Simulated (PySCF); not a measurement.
# C$_{3}$H$_{6}$N$_{2}$Si: what the fields show

The calculation's input:

```
{"job": {"kind": "nmr", "xc": "PBE0", "basis": "pcSseg-1"}, "charge": 0, "multiplicity": 1}
C      1.786130    -0.933702     0.456123
C      1.244029     0.062384    -0.225994
Si    -0.587097     0.227526    -0.621559
N     -1.489609    -0.815275     0.404683
C     -0.964744     2.054340    -0.375761
N     -1.204912     3.163803    -0.217432
H      2.846407    -0.994785     0.650238
H      1.188739    -1.738875     0.852053
H      1.894252     0.842211    -0.604714
H     -0.965863    -0.083824    -2.000775
H     -2.483161    -0.909593     0.272806
H     -1.262972    -0.874897     1.384305
```

Launched as:

```sh
OMP_NUM_THREADS=1 python probes_run.py task.json out
```

Geometry: GFN2-xTB.

Theory: PBE0/pcSseg-1, SCF density, gas phase, non-relativistic (PySCF 2.14.0).

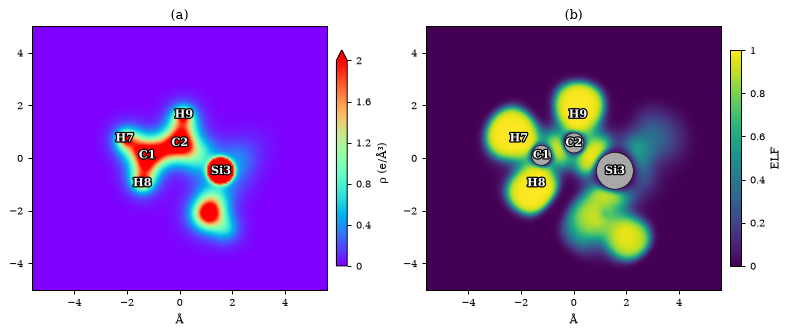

Figure 1. (a) total electron density; (b) ELF on the plane of atoms Si3, C2 and H9. Grey discs cover the atomic cores in the ELF map.

> What do the fields say about this system?

Atoms in the plane: C, Si and H. C–C (1.32 Å): the density is about 2.3 e/Å³ at the midpoint; the ELF peaks at about 0.90 between the atoms; a short, multiple covalent bond. C–Si (1.88 Å): the density is about 0.95 e/Å³ at the midpoint; the ELF peaks at about 0.95 between the atoms (a shared electron pair). C–H (1.08 Å): ρ at the midpoint is about 2 e/Å³; the ELF climbs to about 1 towards the hydrogen, as it does in any bond to H; a covalent bond by its length. The ELF also peaks beside N4, away from the bonds: lone-pair regions.

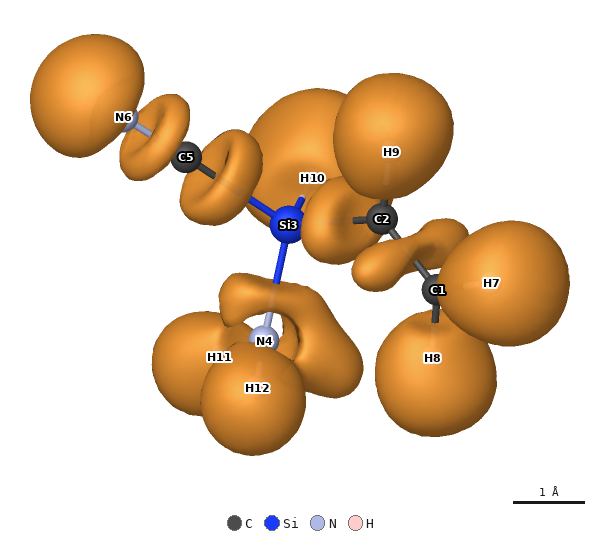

Figure 2. Isosurface of the ELF at 0.8 (orange), seen at a tilt. Core shells and regions of very low density are left out.

> Describe the localisation domains.

The ELF exceeds this value in one region between bonded C–C atoms (shared pairs), one region between bonded C–N atoms (shared pairs), two regions between bonded C–Si atoms (shared pairs), four regions around hydrogen nuclei, one lobe on N, pointing away from the bonds (lone pairs) and one joined region spread over several atoms (H, N), in which their bonds and any lone pairs are merged. Along the contacts the grid gives the following. C–N (1.15 Å): the ELF peaks at about 0.90 between the atoms: a short, multiple covalent bond.

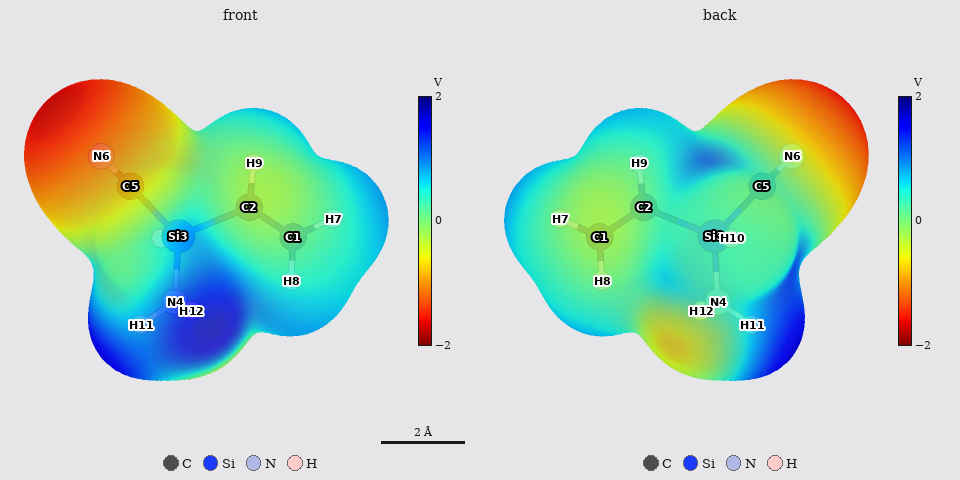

Figure 3. The molecular electrostatic potential painted on the density surface at 0.001 e/bohr³, seen from the front and from behind; red is negative and blue positive.

> Describe the electrostatic potential map.

The most negative region (about −1.7 V) lies over N6, the most positive (about +1.6 V) over H11 and H12. N6 is the likeliest acceptor of a hydrogen bond.

> What dipole moment does the calculation give?

Its dipole moment is 3.91 D.
